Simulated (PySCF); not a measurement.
H4OSeSi, SMILES O[SiH2][SeH], singlet at its PBE/def2-SVP optimised geometry (Å):

```
7

O      1.1176    -0.6775     0.0000
Si    -0.5615    -0.6775     0.0000
Se    -1.5342     1.4153     0.0000
H      1.5342    -0.1911     0.7333
H     -0.9417    -1.3214    -1.2940
H     -1.1257    -1.4153     1.1848
H     -1.6457     1.4367     1.4810
```

Calculation: PBE/def2-TZVP run with PySCF. Cells within 0.4 Å of a nucleus heavier than hydrogen are left out (blank, or x).

Map of the electron localisation function on the plane z = 0.0 Å:

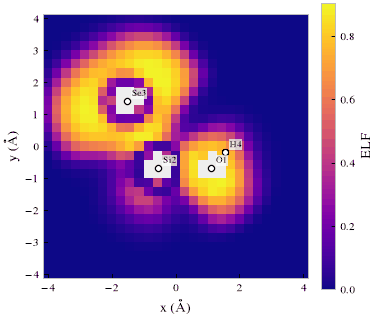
Figure. Electron localisation function on the plane z = 0.0 Å.
